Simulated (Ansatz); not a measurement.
Input

```
crystal:
  periodic: [false, false, false]
  atoms:
    - { symbol: O, position_ang: [-0.7409, 1.4831, 1.6606] }
    - { symbol: C, position_ang: [0.2405, 0.9475, 1.3499] }
    - { symbol: C, position_ang: [0.1732, -0.4457, 0.806] }
    - { symbol: Al, position_ang: [-0.4803, -0.4718, -1.0308] }
    - { symbol: O, position_ang: [0.4693, -1.089, -2.4453] }
    - { symbol: Cl, position_ang: [-2.6144, 0.2491, -1.3878] }
    - { symbol: H, position_ang: [1.2232, 1.4558, 1.4871] }
    - { symbol: H, position_ang: [-0.3638, -1.0734, 1.4831] }
    - { symbol: H, position_ang: [1.242, -0.836, 0.8144] }
    - { symbol: H, position_ang: [0.9342, -0.2708, -2.7342] }
basis:
  gaussian: { orbitals: "6-31G*" }
hamiltonian:
  xc: r2scanh
relax:
  f_tol: 0.02
  max_steps: 50
output:
  orbitals: {}
```

Launched as:

```sh
ansatz run input.yaml --threads 2 --pin off --max-ram 3072MiB --backend cpu --events-out ev --progress --plain --runs-dir out
```

The fields are those of the run's last geometry, not of the input's.

Level of theory: RKS r2SCANh/6-31G* in Ansatz 0.2.0.

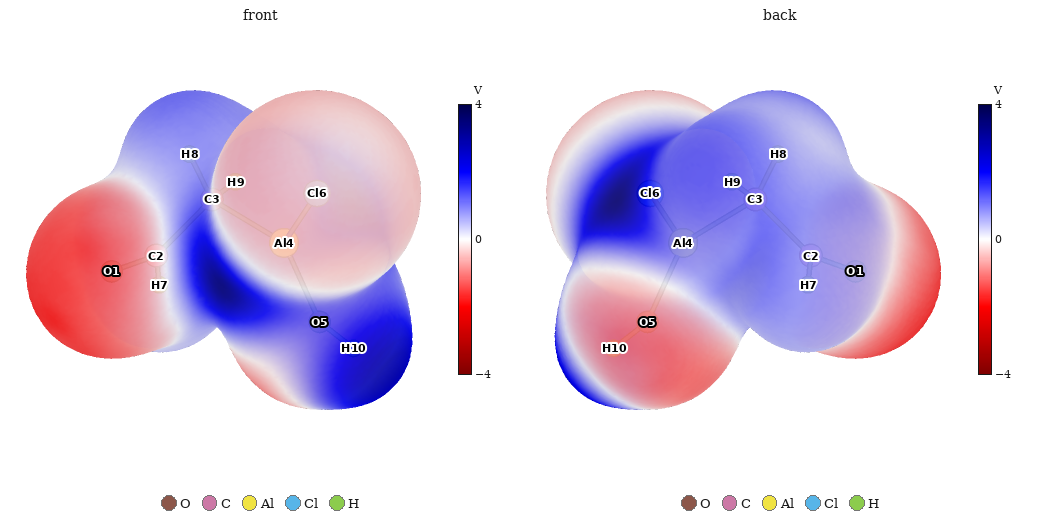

C2H4AlClO2. The electrostatic potential painted on the density surface at 0.002 e/bohr³, seen from the front and from behind; red is negative and blue positive.

> Where is the surface potential most negative and most positive?

The most negative region (about −1.6 V) lies over O1, the most positive (about +3.3 V) over Al4. O1 is the likeliest acceptor of a hydrogen bond.
